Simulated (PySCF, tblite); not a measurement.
# C6H9NO2: dynamics, then NMR shifts on frames, part 2 of 2

tblite 0.8.0 and PySCF 2.14.0. Atoms count from 0.

## Step 6: Shielding tensors: 800 fs, PBE0/pcSseg-1

Job settings and geometry (Å):

```
{"job": {"kind": "nmr", "xc": "PBE0", "basis": "pcSseg-1", "pop": false}, "charge": 0, "multiplicity": 1}
C      3.256000    -0.549100     0.524900
C      1.837400    -1.025400     0.903500
C      0.745600    -0.530500    -0.056400
O      0.879000    -0.407700    -1.255800
O     -0.290200    -0.147900     0.701500
C     -1.487800     0.247700    -0.050200
C     -2.395400    -0.974700    -0.099300
C     -2.157400     1.346800     0.612300
N     -2.730300     2.160400     1.162500
H      3.308200     0.535300     0.668200
H      3.973800    -1.042800     1.182100
H      3.489200    -0.758700    -0.539800
H      1.575000    -0.725600     1.900200
H      1.856500    -2.132200     0.692700
H     -1.120200     0.525700    -1.065700
H     -2.735300    -1.229000     0.926300
H     -1.860800    -1.822700    -0.531700
H     -3.260300    -0.694600    -0.666800
```

Method: GIAO PBE0/pcSseg-1 NMR shielding, non-relativistic, gas phase.

The program printed:

```text
coarse grid: 15336 points
cycle   1  E = -438.4262879489  dE =  1.249e+00  |g| = 9.764e-01  |ddm| = 3.732e+00
cycle   2  E = -437.9111180889  dE =  5.152e-01  |g| = 1.896e+00  |ddm| = 1.928e+00
cycle   3  E = -438.5962583066  dE = -6.851e-01  |g| = 3.174e-01  |ddm| = 1.424e+00
cycle   4  E = -438.6148475624  dE = -1.859e-02  |g| = 9.597e-02  |ddm| = 2.540e-01
cycle   5  E = -438.6163119264  dE = -1.464e-03  |g| = 2.901e-02  |ddm| = 6.799e-02
cycle   6  E = -438.6164855856  dE = -1.737e-04  |g| = 7.435e-03  |ddm| = 2.261e-02
cycle   7  E = -438.6164939868  dE = -8.401e-06  |g| = 4.295e-03  |ddm| = 7.002e-03
cycle   8  E = -438.6164975279  dE = -3.541e-06  |g| = 7.979e-04  |ddm| = 2.935e-03
final grid: 149008 points
cycle   9  E = -438.6907296877  dE = -2.395e-05  |g| = 1.415e-02  |ddm| = 2.799e-02
cycle  10  E = -438.6906808793  dE =  4.881e-05  |g| = 2.173e-02  |ddm| = 2.143e-02
cycle  11  E = -438.6907668626  dE = -8.598e-05  |g| = 2.158e-03  |ddm| = 1.336e-02
cycle  12  E = -438.6907677103  dE = -8.477e-07  |g| = 5.657e-04  |ddm| = 1.537e-03
cycle  13  E = -438.6907677652  dE = -5.489e-08  |g| = 1.954e-04  |ddm| = 4.847e-04
cycle  14  E = -438.6907677727  dE = -7.456e-09  |g| = 6.294e-05  |ddm| = 1.585e-04
cycle  15  E = -438.6907677733  dE = -6.203e-10  |g| = 3.176e-05  |ddm| = 5.976e-05
cycle  16  E = -438.6907677735  dE = -2.012e-10  |g| = 5.257e-06  |ddm| = 2.180e-05
converged SCF energy = -438.6907677735

GIAO shielding tensors (ppm)
atom      isotropic    diamagn.    paramagn.     s11        s22        s33       span
  0 C      170.477     245.899     -75.421    158.276    169.760    183.396     25.120
  1 C      148.067     250.464    -102.396    127.417    144.755    172.030     44.613
  2 C        3.314     253.141    -249.827   -101.025     40.537     70.428    171.452
  3 O      -77.229     404.675    -481.904   -357.329   -201.947    327.588    684.917
  4 O       92.114     403.928    -311.813    -70.070    167.477    178.937    249.007
  5 C      126.530     243.743    -117.213     89.304    128.775    161.510     72.206
  6 C      160.896     245.857     -84.961    140.288    158.922    183.477     43.189
  7 C       65.916     261.407    -195.491    -51.982    -46.443    296.173    348.156
  8 N      -43.196     340.356    -383.552   -220.118   -185.963    276.493    496.611
  9 H       30.280      29.146       1.134     25.910     28.835     36.096     10.186
 10 H       30.359      26.134       4.225     25.979     27.651     37.449     11.470
 11 H       29.385      28.064       1.321     25.124     28.264     34.767      9.643
 12 H       29.270      32.433      -3.164     23.990     30.734     33.085      9.096
 13 H       28.402      29.048      -0.646     24.419     28.381     32.405      7.986
 14 H       25.126      30.504      -5.378     21.226     26.166     27.986      6.760
 15 H       29.256      28.184       1.072     26.271     27.527     33.969      7.698
 16 H       30.128      29.695       0.432     25.706     29.237     35.441      9.735
 17 H       30.633      27.624       3.009     26.712     27.983     37.206     10.494
```

Wall time 29 s (1 thread of Arm Neoverse V1, shared host); peak memory 0.88 GiB.

In short: δ C2 183.6, C7 121.0, C5 60.4, C1 38.9, H14 6.59, H13 3.32 ppm.

## Step 7: Shielding tensors: 1000 fs, PBE0/pcSseg-1

Job settings and geometry (Å):

```
{"job": {"kind": "nmr", "xc": "PBE0", "basis": "pcSseg-1", "pop": false}, "charge": 0, "multiplicity": 1}
C      3.375300    -0.486900     0.356600
C      1.971700    -0.831200     0.959700
C      0.860600    -0.413500     0.039200
O      0.958700    -0.142500    -1.101100
O     -0.341200    -0.400300     0.668100
C     -1.466200    -0.008700    -0.145300
C     -2.519500    -1.091800    -0.322700
C     -2.028200     1.161900     0.469100
N     -2.499900     1.998400     1.091300
H      3.576200     0.547100     0.394800
H      4.164100    -1.008400     0.888500
H      3.390100    -0.727500    -0.664300
H      1.832400    -0.448100     1.968100
H      1.892300    -1.927900     1.037500
H     -1.045900     0.298800    -1.170000
H     -3.251800    -1.124100     0.482400
H     -2.096200    -2.084800    -0.415400
H     -3.060700    -1.044200    -1.289800
```

Level: GIAO PBE0/pcSseg-1 NMR shielding, non-relativistic, gas phase.

The program printed:

```text
coarse grid: 15336 points
cycle   1  E = -438.4294210043  dE =  1.369e+00  |g| = 9.678e-01  |ddm| = 3.755e+00
cycle   2  E = -437.9994484000  dE =  4.300e-01  |g| = 1.780e+00  |ddm| = 1.809e+00
cycle   3  E = -438.5946325038  dE = -5.952e-01  |g| = 3.037e-01  |ddm| = 1.315e+00
cycle   4  E = -438.6118081076  dE = -1.718e-02  |g| = 9.148e-02  |ddm| = 2.373e-01
cycle   5  E = -438.6131205073  dE = -1.312e-03  |g| = 3.527e-02  |ddm| = 7.244e-02
cycle   6  E = -438.6133549601  dE = -2.345e-04  |g| = 1.206e-02  |ddm| = 2.830e-02
cycle   7  E = -438.6133809312  dE = -2.597e-05  |g| = 3.961e-03  |ddm| = 9.016e-03
cycle   8  E = -438.6133839977  dE = -3.066e-06  |g| = 5.901e-04  |ddm| = 2.807e-03
final grid: 149008 points
cycle   9  E = -438.6879848375  dE = -2.574e-05  |g| = 1.412e-02  |ddm| = 2.796e-02
cycle  10  E = -438.6879415307  dE =  4.331e-05  |g| = 2.107e-02  |ddm| = 2.141e-02
cycle  11  E = -438.6880221419  dE = -8.061e-05  |g| = 1.734e-03  |ddm| = 1.307e-02
cycle  12  E = -438.6880227040  dE = -5.621e-07  |g| = 4.304e-04  |ddm| = 1.223e-03
cycle  13  E = -438.6880227318  dE = -2.777e-08  |g| = 1.808e-04  |ddm| = 3.763e-04
cycle  14  E = -438.6880227378  dE = -6.053e-09  |g| = 3.293e-05  |ddm| = 1.358e-04
cycle  15  E = -438.6880227380  dE = -2.252e-10  |g| = 8.397e-06  |ddm| = 3.267e-05
converged SCF energy = -438.6880227380

GIAO shielding tensors (ppm)
atom      isotropic    diamagn.    paramagn.     s11        s22        s33       span
  0 C      179.252     244.292     -65.040    167.976    175.950    193.828     25.852
  1 C      157.613     249.558     -91.945    140.707    150.646    181.488     40.780
  2 C       13.860     253.691    -239.831    -88.086     58.665     71.001    159.088
  3 O      -70.148     404.902    -475.050   -345.324   -201.053    335.934    681.258
  4 O      105.404     404.121    -298.716    -59.584    176.354    199.443    259.028
  5 C      134.338     242.871    -108.533     96.110    138.520    168.384     72.274
  6 C      166.414     242.934     -76.519    143.819    160.885    194.539     50.720
  7 C       62.024     262.057    -200.033    -59.544    -51.782    297.397    356.941
  8 N      -41.829     340.533    -382.362   -211.727   -185.783    272.023    483.750
  9 H       31.518      29.682       1.836     27.248     29.232     38.073     10.825
 10 H       30.889      25.989       4.899     26.011     28.039     38.616     12.605
 11 H       31.049      29.810       1.239     26.168     30.182     36.796     10.629
 12 H       29.206      31.228      -2.022     24.111     29.758     33.749      9.638
 13 H       29.190      29.781      -0.591     24.361     29.275     33.933      9.571
 14 H       24.254      29.565      -5.311     20.384     24.193     28.185      7.801
 15 H       29.770      27.129       2.641     25.787     27.911     35.613      9.826
 16 H       30.488      29.525       0.963     25.960     28.821     36.683     10.722
 17 H       29.436      26.232       3.204     25.276     26.785     36.246     10.970
```

It took 28 s on 1 thread of Arm Neoverse V1, shared host; peak memory 0.87 GiB.

This run: δ C2 173.1, C7 124.9, C5 52.6, C1 29.3, H14 7.46, H13 2.53 ppm.

## Step 8: Side by side: NMR shifts

Shifts (ppm) of some atoms, chosen among heavy atoms and hydrogens apart, with basis size and wall time:

```tsv
frame	C2	C5	C0	H14	H11	O3	O4	functions	time
250 fs	178.1	55.7	8.1	6.05	0.71	442.9	215.5	198	38 s
425 fs	179.3	58.9	5.3	6.19	1.99	423.2	226.7	198	29 s
625 fs	182.7	48.6	9.0	5.72	2.14	442.0	227.7	198	30 s
800 fs	183.6	60.4	16.4	6.59	2.33	413.3	244.0	198	29 s
1000 fs	173.1	52.6	7.7	7.46	0.67	406.2	230.7	198	28 s
```

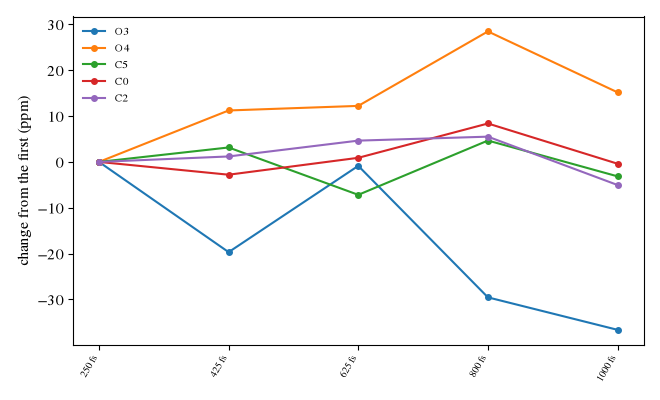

How five of the tabulated atoms move from run to run.

## Step 9: Outcome

What follows sums up all 2 parts.

| quantity | value |
| --- | --- |
| thermostat | 200 K |
| mean temperature, second half | 155 K |
| mean potential energy above the minimum | 0.35 eV |
| ¹³C shifts against TMS (PBE0/pcSseg-1, 250 fs) | 178.1, 124.9, 55.7, 33.4, 21.8, 8.1 ppm |
| ¹H shifts against TMS (PBE0/pcSseg-1, 250 fs) | 6.05, 2.60, 2.47, 2.06, 1.13, 1.02, 0.91, 0.71, 0.35 ppm |
| ¹⁷O shifts against H2O (PBE0/pcSseg-1, 250 fs) | 442.9, 215.5 ppm |
| ¹⁵N shifts against NH3 (PBE0/pcSseg-1, 250 fs) | 311.8 ppm |
| surface potential, 1st and 99th percentile | -1.65 V and 1.26 V |
| range of the shift of O3 | 406.2 to 442.9 ppm |

**Reading.** In the second half the potential energy averages 0.35 eV above the minimum; equipartition over 48 harmonic modes at 200 K would give 0.41 eV. With 18 atoms the temperature swings widely (96 to 269 K). Shifts at one fixed geometry are not the observed spectrum, which averages over the motion. In the first frame run (250 fs): The widest tensor belongs to O3: span 733 ppm, with a paramagnetic part of -512 ppm. In ppm, O3 moves most: its shift spreads over 36.6 ppm, from 406.2 (1000 fs) to 442.9 (250 fs).
